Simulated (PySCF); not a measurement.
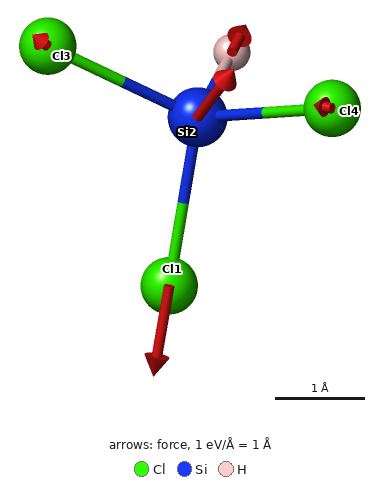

Starting geometry of SiHCl₃ with the computed forces as red arrows. Style: ball-and-stick. Shown at a tilt.

The start comes from GFN2-xTB. Its atoms were then displaced at random by about 0.01 Å.

All numbers below come from PBE0-D3(BJ)/def2-TZVP geometry optimisation, gas phase (PySCF 2.14.0, density-fitted response routines). 

Q: Is this structure relaxed? If not, where do the atoms go?

A: It isn't relaxed: the largest force vector, on a Cl atom, is 1.08 eV/Å. The final displacements follow the starting forces only in part (cosine between the two patterns 0.81). The largest move after the best rigid fit is that of a Cl atom, 0.042 Å. By element the largest moves are Cl 0.042 Å, H 0.027 Å, Si 0.011 Å. Some distances before and after: Cl–Si 1.981 → 2.030 Å, H–Si 1.442 → 1.469 Å, Cl–Si 2.047 → 2.030 Å, Cl–Si 2.019 → 2.029 Å. After 4 geometry steps the energy has fallen by 3.56 kJ/mol.
